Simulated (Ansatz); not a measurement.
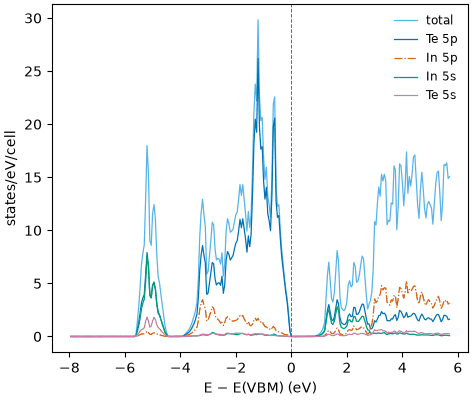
Figure. Total and projected density of states of BaIn2Te4 in space group Cccm (No. 66; Ba on 4b, In on 8l, Te on 8k, Te on 8l), LDA in the plane-wave PAW code Ansatz

**Question.** Which orbitals carry the states next to the gap?

**Answer.** Top 1 eV of the valence band: Te 5p 90 %. Bottom 1 eV of the conduction band: Te 5p 44 %, In 5s 36 %, In 5p 8 %, outside the projected shells 9 %. Projections are on Löwdin-orthogonalised atomic valence shells; empty p or d shells of many metals are not among them.

**Question.** Where is the tallest occupied peak in this window, and what makes it?

**Answer.** Near -1.2 eV, about 30 states/eV per cell; the largest projected share is Te 5p.

The workflow started from a Materials Project entry (that database holds measured and hypothetical structures alike); the Crystallography Open Database files this formula in space group No. 66, but the cells were not matched. Its standing as an ambient phase is unchecked. The cell was relaxed with LDA under the symmetry of its start; whether a distortion lowers the energy is not shown. Spin–orbit coupling is left out wherever it is not named.

Potentials: the later of the program's two PAW sets.
